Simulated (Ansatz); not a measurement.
Consider BClH2O···H2S.

```xyz
8

B    -0.0700   -0.2923   -0.0673
Cl   -0.0882   -0.9421    1.6526
O     1.0262   -0.4311   -0.8258
H     1.7711   -0.8312   -0.3517
H    -1.0863    0.1255   -0.5032
S     0.0311    2.5861    1.0692
H     1.2652    2.7070    1.6043
H    -0.3280    1.6030    1.9652
```

Not at a stationary point (largest force 0.8 eV/Å).

Theory: RKS B3LYP-D4/6-31G* in Ansatz.

### What can the converged electron density and electron localisation function tell about the bonding?

B–O (1.34 Å): ρ at the midpoint is about 2.2 e/Å³; the ELF peaks at about 0.90 between the atoms; a short, strongly polar bond.
B–Cl (1.84 Å): the density is about 1.2 e/Å³ at the midpoint, with its minimum of 0.86 e/Å³ about 0.6 Å from B; the ELF peaks at about 0.90 between the atoms (a shared but strongly polarised pair).
O–H (0.97 Å): the density is about 3.6 e/Å³ at the midpoint; the ELF climbs to about 1 towards the hydrogen, as it does in any bond to H: a covalent bond by its length.
B–H (1.18 Å): ρ is about 1.3 e/Å³ halfway; the ELF climbs to about 1 towards the hydrogen; an ordinary covalent bond to hydrogen.

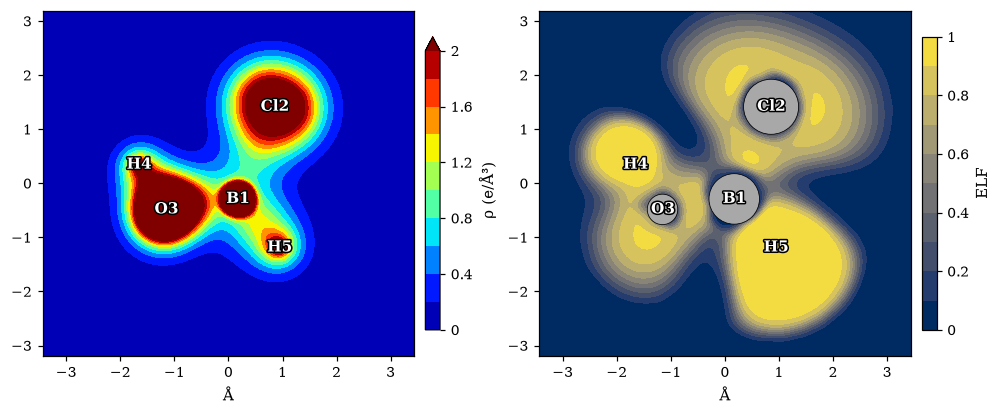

Computed electron density and electron localisation function on the plane of atoms B1, O3 and H4, in this order. Grey discs cover the atomic cores in the ELF map. 
